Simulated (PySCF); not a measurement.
**WOCl4: geometry, NMR shifts and electronic excitations**

Wanted: the NMR shifts and electronic excitations of WOCl4 (`[O]=[W]([Cl])([Cl])([Cl])[Cl]`), by calculation.

Computed with PySCF 2.14.0, with density-fitted response routines of our own, on a single molecule in the gas phase. Atoms are numbered from 0 throughout.

## 1. Starting geometry

6 atoms, charge 0, multiplicity 1; geometry from: GFN2-xTB.

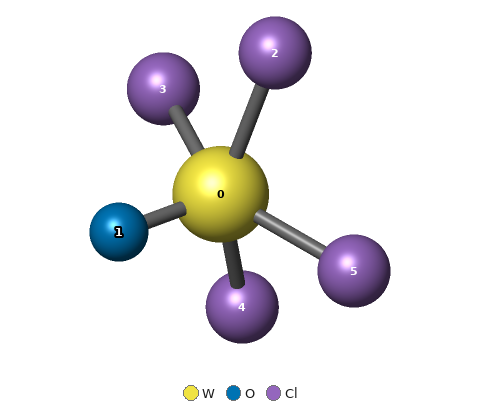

The starting geometry (tungsten yellow, oxygen blue, chlorine purple), atoms numbered.

## 2. Relaxing the molecule at PBE0-D3(BJ)/def2-SVP

What the job is given:

```
{"job": {"xc": "PBE0", "basis": "def2-SVP", "d3": "d3bj", "grid": 1, "maxiter": 40, "kind": "geom"}, "charge": 0, "multiplicity": 1}
W     -0.001050    -0.001750     0.138270
O      0.003940    -0.004450     1.809360
Cl     2.176200     0.012770    -0.487530
Cl    -0.011720     2.179430    -0.479410
Cl    -2.178800    -0.010180    -0.486600
Cl     0.011440    -2.175820    -0.494080
```

Log:

```text
step   0  E = -1982.02720784  max force = 0.014906
step   1  E = -1982.02939395  max force = 0.008624
step   2  E = -1982.02990582  max force = 0.007026
step   3  E = -1982.02998808  max force = 0.000962
step   4  E = -1982.03000709  max force = 0.000231
step   5  E = -1982.03000855  max force = 0.000219
optimisation converged
```

It took 40 s on 1 thread, shared host.

Relaxation path:

```tsv
step	energy from step 0 (eV)	largest force component (eV/Å)
0	0.0000	0.7665
1	-0.0595	0.4435
2	-0.0734	0.3613
3	-0.0757	0.0495
4	-0.0762	0.0119
5	-0.0762	0.0113
```

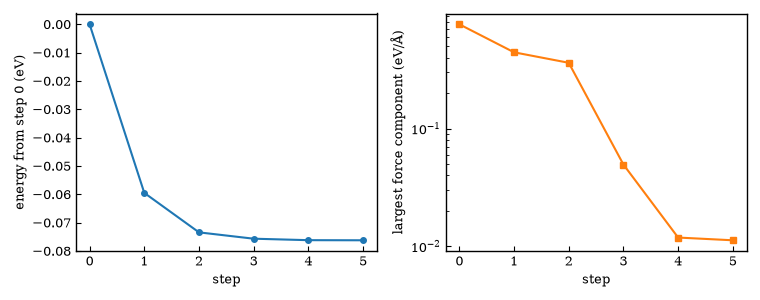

Energy and force, step by step.

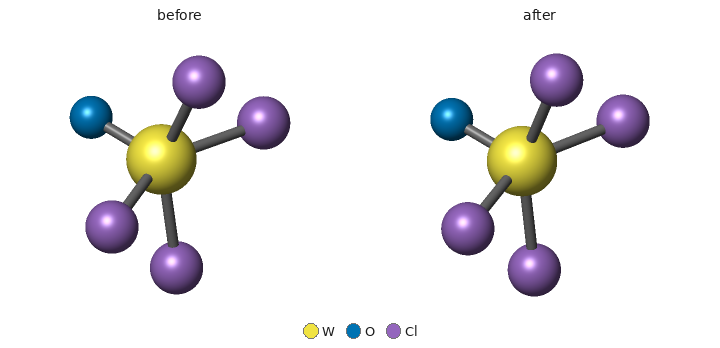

Before and after, at one scale.

Distances of close pairs at the start and the end, largest changes first:

```tsv
bond	before (Å)	after (Å)	change (Å)
W0–Cl5	2.264	2.299	+0.034
W0–Cl2	2.265	2.299	+0.033
W0–Cl4	2.266	2.299	+0.033
W0–Cl3	2.267	2.299	+0.032
W0–O1	1.671	1.668	-0.003
```

The final coordinates are the input of the step that follows.

```tsv
at the end point	value
point group (found at 0.08 Å tolerance)	C4v
rotational constants (GHz, main isotopes)	1.181, 1.181, 0.726
dipole moment (D)	0.58
```

## 3. Shielding tensors: PBE0/def2-TZVP+pcSseg-1

What the job is given:

```
{"job": {"kind": "nmr", "xc": "PBE0", "basis": {"default": "pcSseg-1", "W": "def2-TZVP"}}, "charge": 0, "multiplicity": 1}
W     -0.000057    -0.000357     0.092672
O      0.000140    -0.007682     1.760961
Cl     2.230263     0.004893    -0.463459
Cl    -0.003221     2.232776    -0.452230
Cl    -2.230247    -0.001460    -0.464208
Cl     0.003132    -2.228170    -0.473726
```

With the program's defaults for keys left out, this is: GIAO PBE0/pcSseg-1 W:def2-TZVP NMR shielding, scalar relativity only through core potentials, gas phase.

Log:

```text
coarse grid: 39384 points
cycle   1  E = -1982.0708341163  dE = -1.923e+01  |g| = 1.545e+00  |ddm| = 7.634e+00
cycle   2  E = -1973.9446391754  dE =  8.126e+00  |g| = 5.991e+00  |ddm| = 4.591e+00
cycle   3  E = -1982.5686038864  dE = -8.624e+00  |g| = 3.603e-01  |ddm| = 3.865e+00
cycle   4  E = -1982.5642153030  dE =  4.389e-03  |g| = 3.877e-01  |ddm| = 5.463e-01
cycle   5  E = -1982.5942730441  dE = -3.006e-02  |g| = 1.018e-01  |ddm| = 3.086e-01
cycle   6  E = -1982.5966441210  dE = -2.371e-03  |g| = 3.602e-02  |ddm| = 9.109e-02
cycle   7  E = -1982.5968897921  dE = -2.457e-04  |g| = 6.243e-03  |ddm| = 2.018e-02
cycle   8  E = -1982.5968981430  dE = -8.351e-06  |g| = 1.090e-03  |ddm| = 5.181e-03
final grid: 73784 points
cycle   9  E = -1982.5969616325  dE =  6.624e-07  |g| = 1.937e-03  |ddm| = 2.460e-03
cycle  10  E = -1982.5969573746  dE =  4.258e-06  |g| = 4.469e-03  |ddm| = 5.462e-03
cycle  11  E = -1982.5969625638  dE = -5.189e-06  |g| = 4.638e-04  |ddm| = 3.905e-03
cycle  12  E = -1982.5969625938  dE = -3.000e-08  |g| = 2.857e-04  |ddm| = 3.918e-04
cycle  13  E = -1982.5969626086  dE = -1.483e-08  |g| = 2.498e-05  |ddm| = 1.431e-04
cycle  14  E = -1982.5969626088  dE = -1.496e-10  |g| = 6.481e-06  |ddm| = 2.695e-05
converged SCF energy = -1982.5969626088

GIAO shielding tensors (ppm)
atom      isotropic    diamagn.    paramagn.     s11        s22        s33       span
  0 W          nan         nan         nan        nan        nan        nan        nan
  1 O     -588.711     388.054    -976.766   -931.271   -930.844     95.980   1027.251
  2 Cl     328.055    1147.188    -819.133    -26.167    456.389    553.942    580.109
  3 Cl     327.889    1147.187    -819.298    -26.886    456.270    554.283    581.169
  4 Cl     327.914    1147.188    -819.274    -26.221    456.621    553.340    579.561
  5 Cl     327.856    1147.188    -819.332    -25.903    456.350    553.122    579.025
```

It took 13 s on 1 thread, shared host.

The references, computed at this level on geometries of the same kind, shield at (ppm): 17O H2O 334.6, 35Cl HCl 943. Their shielding less the atom's gives the shift. The references are single molecules in the gas phase, so shifts against H2O, NH3, PH3, H3PO4 or CFCl3 are not on the usual liquid scales and can be off by tens of ppm. Atoms listed in one row are averaged.

```tsv
atoms	environment	σ (ppm)	δ (ppm)
O1	oxygen bonded to W	-588.7	923.3
Cl2, Cl3, Cl4, Cl5	chlorine bonded to W	328	615
```

Atoms past Kr carry core potentials, so their printed shieldings have no meaning and are left out of the table.

Charges from the same density, by scheme (e):

```tsv
atoms	Mulliken	ESP fit
W0	0.94	0.65
O1	-0.20	-0.20
Cl2, Cl3, Cl4, Cl5	-0.18	-0.11
```

Mulliken charges:

```tsv
atom	value (e)
W0	0.94
O1	-0.20
Cl2	-0.18
Cl3	-0.18
Cl4	-0.18
Cl5	-0.18
```

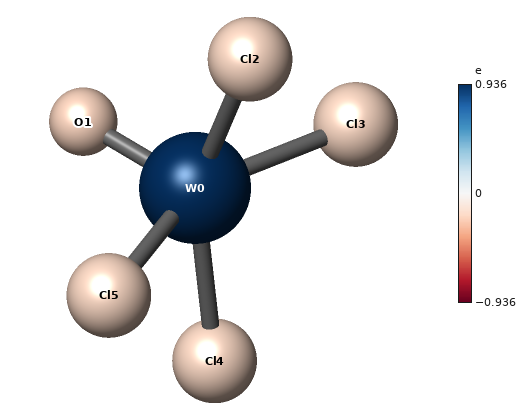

Mulliken charges, as colours on the atoms.

Mayer bond orders: W0–O1 2.26, W0–Cl2 1.11, W0–Cl3 1.11, W0–Cl4 1.11, W0–Cl5 1.11.

With diffuse functions Mulliken charges and Mayer bond orders lose their meaning; the other schemes are steadier.

## 4. Excited states and response: PBE0/def2-SVPD

What the job is given:

```
{"job": {"kind": "uv", "xc": "PBE0", "basis": "def2-SVPD", "ip": false, "nstates": 10}, "charge": 0, "multiplicity": 1}
W     -0.000057    -0.000357     0.092672
O      0.000140    -0.007682     1.760961
Cl     2.230263     0.004893    -0.463459
Cl    -0.003221     2.232776    -0.452230
Cl    -2.230247    -0.001460    -0.464208
Cl     0.003132    -2.228170    -0.473726
```

Level: TDDFT PBE0/def2-SVPD, vertical, gas phase, core orbitals frozen in the response.

Log:

```text
coarse grid: 39384 points
cycle   1  E = -1981.7544687400  dE = -1.214e+01  |g| = 1.171e+00  |ddm| = 7.655e+00
cycle   2  E = -1977.3910524901  dE =  4.363e+00  |g| = 4.474e+00  |ddm| = 4.009e+00
cycle   3  E = -1982.0203777959  dE = -4.629e+00  |g| = 3.103e-01  |ddm| = 3.321e+00
cycle   4  E = -1982.0315100379  dE = -1.113e-02  |g| = 2.382e-01  |ddm| = 5.977e-01
cycle   5  E = -1982.0416609453  dE = -1.015e-02  |g| = 1.193e-01  |ddm| = 3.360e-01
cycle   6  E = -1982.0455054564  dE = -3.845e-03  |g| = 1.498e-02  |ddm| = 1.278e-01
cycle   7  E = -1982.0455606742  dE = -5.522e-05  |g| = 3.777e-03  |ddm| = 1.480e-02
cycle   8  E = -1982.0455639451  dE = -3.271e-06  |g| = 8.991e-04  |ddm| = 4.076e-03
final grid: 73784 points
cycle   9  E = -1982.0454406187  dE =  1.307e-06  |g| = 2.788e-03  |ddm| = 2.616e-03
cycle  10  E = -1982.0454245086  dE =  1.611e-05  |g| = 9.558e-03  |ddm| = 7.808e-03
cycle  11  E = -1982.0454420803  dE = -1.757e-05  |g| = 3.307e-04  |ddm| = 6.135e-03
cycle  12  E = -1982.0454421059  dE = -2.559e-08  |g| = 1.023e-04  |ddm| = 4.046e-04
cycle  13  E = -1982.0454421088  dE = -2.910e-09  |g| = 7.870e-06  |ddm| = 1.112e-04
cycle  14  E = -1982.0454421088  dE = -1.637e-11  |g| = 2.579e-06  |ddm| = 1.165e-05
converged SCF energy = -1982.0454421088

Static polarisability (au): isotropic 106.219, principal 76.983 120.827 120.846

Singlet excitations
state   eV       nm        f      main configurations
  1   2.8448    435.8   0.00000   H->L 0.98
  2   3.1192    397.5   0.00000   H-3->L 1.00
  3   3.3106    374.5   0.01649   H-1->L 0.58, H-4->L 0.41
  4   3.3115    374.4   0.01652   H-2->L 0.58, H-5->L 0.41
  5   3.5263    351.6   0.04472   H-4->L 0.59, H-1->L 0.37
  6   3.5264    351.6   0.04473   H-5->L 0.58, H-2->L 0.37
  7   3.9859    311.1   0.00000   H-6->L 1.00
  8   4.3552    284.7   0.00070   H->L+1 1.00
  9   4.3562    284.6   0.00069   H->L+2 1.00
 10   4.6436    267.0   0.00469   H-8->L 0.93

Triplet excitations (Tamm-Dancoff, eV): 2.1291 2.8491 2.8493 3.0018
```

It took 17 s on 1 thread, shared host.

Frontier orbitals and where they lie:

```tsv
orbital	eV	atoms
HOMO−3	-9.85	Cl3 25 %, Cl2 24 %, Cl4 24 %
HOMO−2	-9.82	Cl3 35 %, Cl5 34 %, Cl4 12 %
HOMO−1	-9.82	Cl2 34 %, Cl4 34 %, Cl5 12 %
HOMO	-9.08	Cl5 25 %, Cl4 25 %, Cl2 25 %
LUMO	-5.28	W0 64 %, Cl3 9 %, Cl2 9 %
LUMO+1	-3.37	W0 57 %, O1 25 %, Cl3 9 %
LUMO+2	-3.37	W0 57 %, O1 25 %, Cl2 9 %
```

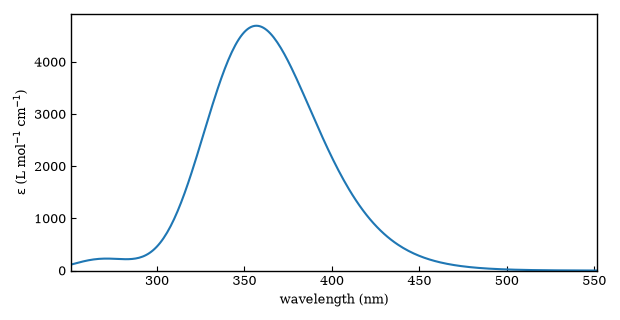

Absorption spectrum: each of the 10 states is a Gaussian band of 0.4 eV half-width at 1/e. Beyond the last state computed it falls off for lack of states.

Ground-state properties from the same run:

```tsv
property	computed
dipole moment (D)	0.52
polarisability (Å³)	15.74
HOMO–LUMO gap (eV)	3.80
−ε(HOMO) (eV)	9.08
```

## 5. NMR shieldings: B3LYP/def2-TZVP+pcSseg-1

What the job is given:

```
{"job": {"kind": "nmr", "xc": "B3LYP", "basis": {"default": "pcSseg-1", "W": "def2-TZVP"}, "pop": false}, "charge": 0, "multiplicity": 1}
W     -0.000057    -0.000357     0.092672
O      0.000140    -0.007682     1.760961
Cl     2.230263     0.004893    -0.463459
Cl    -0.003221     2.232776    -0.452230
Cl    -2.230247    -0.001460    -0.464208
Cl     0.003132    -2.228170    -0.473726
```

Level: GIAO B3LYP/pcSseg-1 W:def2-TZVP NMR shielding, scalar relativity only through core potentials, gas phase.

Log:

```text
coarse grid: 39384 points
cycle   1  E = -1982.8056851124  dE = -1.913e+01  |g| = 1.605e+00  |ddm| = 7.598e+00
cycle   2  E = -1973.7289595400  dE =  9.077e+00  |g| = 6.155e+00  |ddm| = 4.768e+00
cycle   3  E = -1983.3372298020  dE = -9.608e+00  |g| = 4.317e-01  |ddm| = 4.069e+00
cycle   4  E = -1983.3307980394  dE =  6.432e-03  |g| = 4.664e-01  |ddm| = 6.432e-01
cycle   5  E = -1983.3725523819  dE = -4.175e-02  |g| = 1.360e-01  |ddm| = 3.646e-01
cycle   6  E = -1983.3766645173  dE = -4.112e-03  |g| = 5.571e-02  |ddm| = 1.159e-01
cycle   7  E = -1983.3772297741  dE = -5.653e-04  |g| = 1.143e-02  |ddm| = 2.729e-02
cycle   8  E = -1983.3772566361  dE = -2.686e-05  |g| = 2.155e-03  |ddm| = 7.836e-03
cycle   9  E = -1983.3772576137  dE = -9.776e-07  |g| = 4.678e-04  |ddm| = 1.893e-03
final grid: 73784 points
cycle  10  E = -1983.3774008743  dE =  1.108e-07  |g| = 9.137e-04  |ddm| = 1.499e-03
cycle  11  E = -1983.3773995656  dE =  1.309e-06  |g| = 2.600e-03  |ddm| = 2.656e-03
cycle  12  E = -1983.3774010174  dE = -1.452e-06  |g| = 5.603e-04  |ddm| = 1.827e-03
cycle  13  E = -1983.3774010841  dE = -6.673e-08  |g| = 8.029e-05  |ddm| = 4.045e-04
cycle  14  E = -1983.3774010854  dE = -1.337e-09  |g| = 2.452e-05  |ddm| = 7.515e-05
cycle  15  E = -1983.3774010856  dE = -1.642e-10  |g| = 2.868e-06  |ddm| = 2.416e-05
converged SCF energy = -1983.3774010856

GIAO shielding tensors (ppm)
atom      isotropic    diamagn.    paramagn.     s11        s22        s33       span
  0 W          nan         nan         nan        nan        nan        nan        nan
  1 O     -579.383     389.935    -969.319   -912.800   -912.379     87.029    999.830
  2 Cl     296.488    1147.699    -851.212    -62.051    424.545    526.969    589.020
  3 Cl     296.317    1147.699    -851.382    -62.779    424.412    527.317    590.096
  4 Cl     296.346    1147.700    -851.354    -62.111    424.787    526.362    588.472
  5 Cl     296.274    1147.700    -851.426    -61.809    424.496    526.136    587.945
```

Wall time 13 s (1 thread, shared host).

Key values: δ O1 913.4, Cl2 634 ppm (means over like atoms).

## 6. Side by side: NMR shifts

Shifts (ppm), means over like atoms, with basis size and wall time:

```tsv
run	O1	Cl2	functions	time
PBE0/def2-TZVP+pcSseg-1	923.3	615	153	13 s
B3LYP/def2-TZVP+pcSseg-1	913.4	634	153	13 s
```

## 7. Outcome

| quantity | value |
| --- | --- |
| point group | C4v |
| rotational constants (main isotopes) | 1.18, 1.18, 0.73 GHz |
| 17O shifts against H2O (PBE0/def2-TZVP+pcSseg-1) | 923.3 ppm |
| 35Cl shifts against HCl (PBE0/def2-TZVP+pcSseg-1, means over atoms taken as alike) | 615 ppm |
| lowest singlet (PBE0/def2-SVPD) | 2.84 eV (436 nm), f = 0.000 |
| brightest single state of those computed | state 6, 3.53 eV, f = 0.045 |
| lowest triplet | 2.13 eV |
| range of the shift of Cl2 | 615 to 634 ppm |

What this shows: Over 5 steps the energy fell by 0.076 eV; of the close pairs, W0–Cl5 changed most, 2.264 to 2.299 Å. At PBE0/def2-TZVP+pcSseg-1: The widest tensor belongs to O1: span 1027 ppm, with a paramagnetic part of -977 ppm. The lowest singlet, at 2.84 eV, is HOMO→LUMO 0.98 and is dark; of the 10 states computed, the strongest absorption comes from states 5 to 6 together at 3.53 eV. The lowest triplet lies 0.72 eV below the lowest singlet (triplets in Tamm-Dancoff, singlets in full TDDFT). Spin-orbit coupling, left out, mixes singlets and triplets in elements this heavy. Across the 2 runs the shift of Cl2 (with its like atoms) moves most, between 615 (PBE0/def2-TZVP+pcSseg-1) and 634 ppm (B3LYP/def2-TZVP+pcSseg-1). Spin-orbit coupling is left out, which matters for shieldings and couplings at and beside the heavy atoms.
